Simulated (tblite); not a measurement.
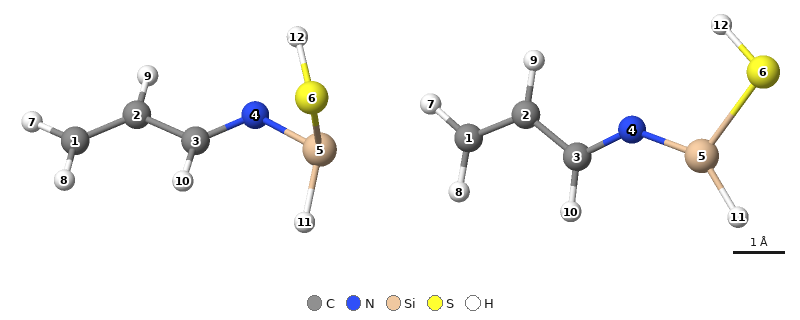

Two geometries of C$_{3}$H$_{6}$NSSi (multiplicity 2), drawn at one scale. One is the start of a relaxation, the other its converged end. The picture is a ball-and-stick view, seen at a tilt.

Method: GFN2-xTB geometry optimisation, gas phase in tblite. 

**Which one is relaxed?**

The right one is the relaxed one. Over 106 geometry steps the energy falls by 104.6 kJ/mol. The atom that moves furthest after the best rigid fit is S6 (1.32 Å). By element the largest moves are S 1.32 Å, H 1.27 Å, N 1.01 Å, Si 0.69 Å, C 0.49 Å. Among the contacts that change: N4–Si5 1.749 → 1.632 Å, C2–C3 1.497 → 1.404 Å, C3–N4 1.291 → 1.330 Å, Si5–H11 1.477 → 1.448 Å. Bond angles that change, for instance: N4–Si5–H11 108.3° → 142.1°, C3–N4–Si5 114.9° → 137.9°, N4–Si5–S6 105.2° → 111.0°.
